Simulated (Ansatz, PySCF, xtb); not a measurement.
Bond stretch in tellurium hexafluoride, F6Te, SMILES F[Te](F)(F)(F)(F)F, singlet. The Te1–F7 bond (Te1 also carries F, F, F, F, F; F7 carries nothing else) is stretched with both fragments frozen at the PBE0/def2-TZVP, def2 effective core potentials past Kr optimised geometry.

```
7

Te     0.0000     0.0000     0.0000
F     -1.8298     0.0014    -0.0006
F      1.8298    -0.0016     0.0004
F      0.0000     1.8296     0.0000
F      0.0001    -1.8296     0.0000
F      0.0001     0.0000    -1.8296
F      0.0000     0.0000     1.8295
```

Levels of theory: GFN1-xTB (xtb); UHF/STO-3G = unrestricted Hartree-Fock/STO-3G in PySCF; RKS-PBE = Ansatz (a program for electronic structure) with restricted PBE/def2-TZVP, def2 effective core potentials past Kr.

Energies are in eV, each relative to the lowest point of its own curve near equilibrium.

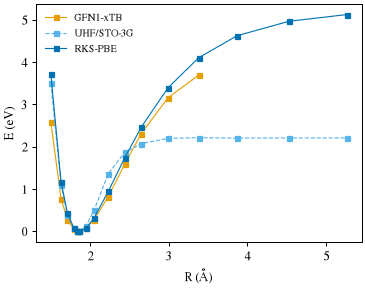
Energy against bond length for each method.

```
R / Å  GFN1-xTB  UHF/STO-3G  RKS-PBE
-----  --------  ----------  -------
1.50      2.590       3.502    3.726
1.63      0.775       1.098    1.172
1.71      0.279       0.397    0.437
1.79      0.052       0.068    0.090
1.83      0.008       0.008    0.019
1.86      0.000       0.000    0.000
1.95      0.071       0.135    0.076
2.05      0.272       0.497    0.317
2.23      0.821       1.362    0.942
2.44      1.588       1.865    1.739
2.65      2.312       2.076    2.465
2.99      3.158       2.198    3.394
3.38      3.696       2.214    4.106
3.87          —       2.205    4.628
4.53          —       2.208    4.968
5.27          —       2.210    5.128
```

At the longest distance, 5.27 Å, RKS-PBE lies highest above its minimum (5.128 eV) and UHF/STO-3G lowest (2.210 eV).

A dash means that the run gave no value there, or that the column was ended at a point which the program doubted or which failed a test of continuity chosen for this set; such a test can also cut sound points.

The unrestricted determinant behind UHF/STO-3G is spin-contaminated at 2.23 to 5.27 Å (<S²> up to 1.0, against 0.00 for a pure singlet). The restricted form behind RKS-PBE keeps the bonding electrons paired and can't separate into open-shell fragments.
